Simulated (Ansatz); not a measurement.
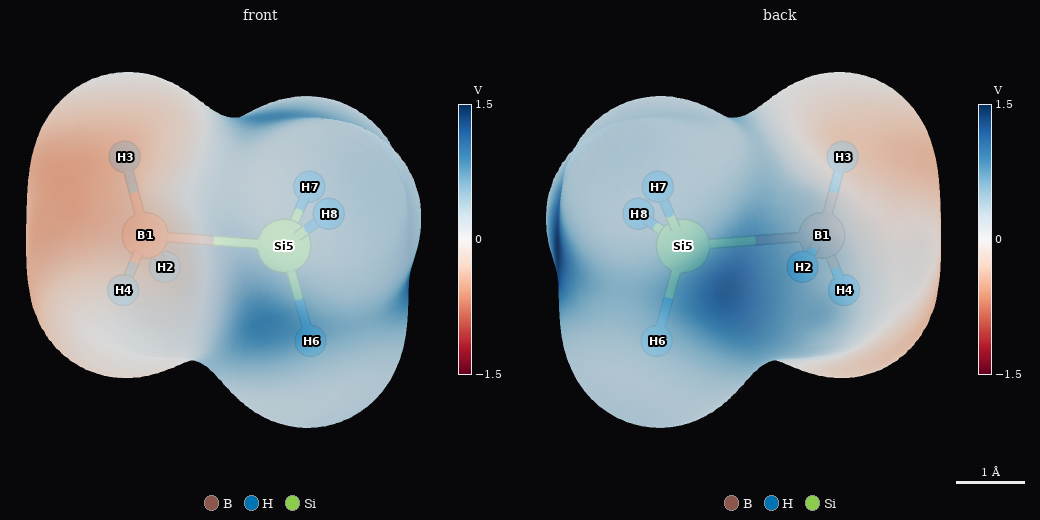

Figure. BH6Si (doublet). The electrostatic potential painted on the density surface at 0.002 e/bohr³, seen from the front and from behind; the colour scale runs from red (negative) to blue (positive).

The calculation used UKS PBE0/def2-SVP in Ansatz.

Input

```
crystal:
  periodic: [false, false, false]
  atoms:
    - { symbol: B, position_ang: [0.002943, -0.365476, -0.541301] }
    - { symbol: H, position_ang: [-0.000729, 0.053642, 1.806478] }
    - { symbol: H, position_ang: [1.085169, 0.150002, -0.662247] }
    - { symbol: H, position_ang: [-1.08647, 0.135316, -0.660244] }
    - { symbol: Si, position_ang: [-0.000431, 0.014316, 3.280003] }
    - { symbol: H, position_ang: [-0.766011, -1.180415, 3.736928] }
    - { symbol: H, position_ang: [1.408712, -0.06626, 3.760561] }
    - { symbol: H, position_ang: [-0.643185, 1.258877, 3.792021] }
magnetization:
  spin_polarized: true
  initial_magnetization: 1
basis:
  gaussian: { orbitals: def2-SVP }
hamiltonian:
  xc: pbe0
relax:
  f_tol: 0.03
  max_steps: 50
output:
  orbitals: {}
```

Command:

```sh
ansatz run input.yaml --threads 1 --pin off --max-ram 2048MiB --backend cpu --events-out ev --progress --plain --runs-dir out
```

The fields are those of the run's last geometry, not of the input's.

**Describe the electrostatic potential map.**

The most negative region (about −0.6 V, or −14 kcal/mol for a unit charge) lies over H3, the most positive (about +1.4 V, or +32 kcal/mol for a unit charge) over Si5.
